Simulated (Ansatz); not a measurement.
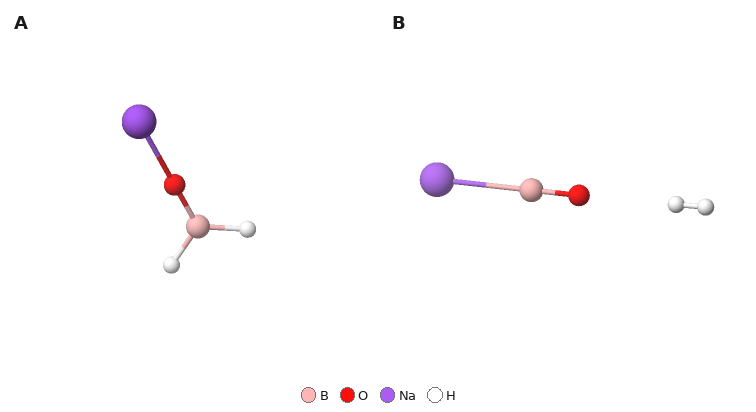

2 stationary structures of one formula. Geometries: PBE0-D4/def2-TZVP. Electronic energies: RHF-CCSD(T) (frozen core)/def2-TZVPP (Ansatz 0.2.0), without zero-point energy. No frequency run is at hand to confirm each as a minimum.

**Rank them by energy, lowest first.**

A is lowest; B lies 26.7 kcal/mol above it (C∞v).

Give E(B) − E(A) in kcal/mol at these levels too: RHF-CCSD(T) (frozen core)/def2-TZVPP; r2SCAN-D4/def2-TZVPP; PBE0-D4/def2-TZVP; B3LYP-D4/def2-TZVPP; ωB97M-V/def2-TZVPP; PBE0-D4/def2-TZVPP; PBE-D4/def2-TZVPP.

| level | E(B) − E(A) (kcal/mol) |
| --- | --- |
| RHF-CCSD(T) (frozen core)/def2-TZVPP | +26.7 |
| r2SCAN-D4/def2-TZVPP | +30.3 |
| PBE0-D4/def2-TZVP | +30.0 |
| B3LYP-D4/def2-TZVPP | +28.1 |
| ωB97M-V/def2-TZVPP | +27.6 |
| PBE0-D4/def2-TZVPP | +30.1 |
| PBE-D4/def2-TZVPP | +26.4 |
